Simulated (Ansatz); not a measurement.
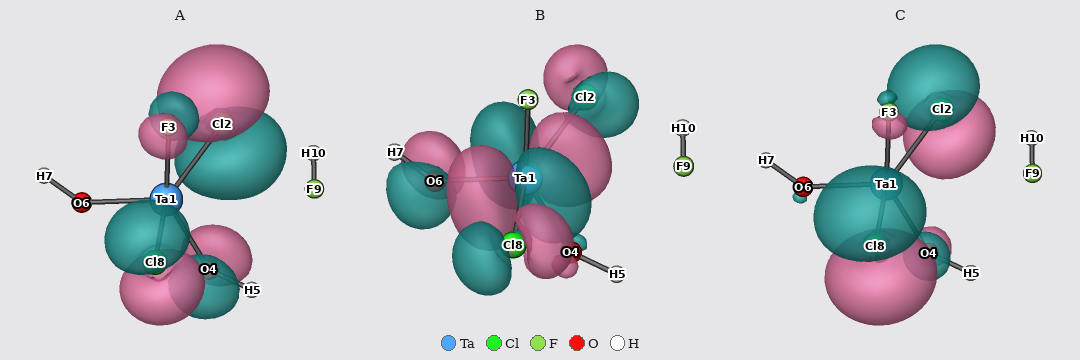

The picture shows: Cl2FH2O2Ta···HF. Three frontier orbitals at ±0.1 Å⁻³ᐟ² (teal and pink are the two phases), in no order.

Core potentials replace the inner electrons of Ta; not at a stationary point (largest force 0.6 eV/Å).

Computed with Ansatz, RKS PBE/def2-SVP.

```xyz
10

Ta   -0.2478    0.0636   -0.0612
Cl    2.1113    0.6856   -0.3294
F     0.3659   -0.6244    1.5994
O    -0.3766   -0.0680   -1.9384
H    -0.1151   -0.6562   -2.6673
O    -1.0519    1.7213    0.2956
H    -1.2237    2.1425    1.1594
Cl   -2.0413   -1.4357    0.1976
F     1.4582   -2.4051   -0.9181
H     2.1814   -1.8505   -0.7070
```

### Order the three orbitals by energy and name them.

C is the HOMO−1 (−7.57 eV). By Hirshfeld shares it lies mainly on Cl8 (about 60 %) and Cl2 (about 25 %). A is the HOMO (−7.15 eV). Its weight (Hirshfeld) is mainly on Cl2 (about 60 %), Cl8 (about 15 %) and O4 (about 15 %). B is the LUMO (−3.14 eV). Its weight (Hirshfeld) is mainly on Ta1 (about 65 %), O6 (about 15 %), Cl8 (about 10 %) and Cl2 (about 10 %).

### What is the HOMO–LUMO gap?

4.01 eV between the orbital energies.
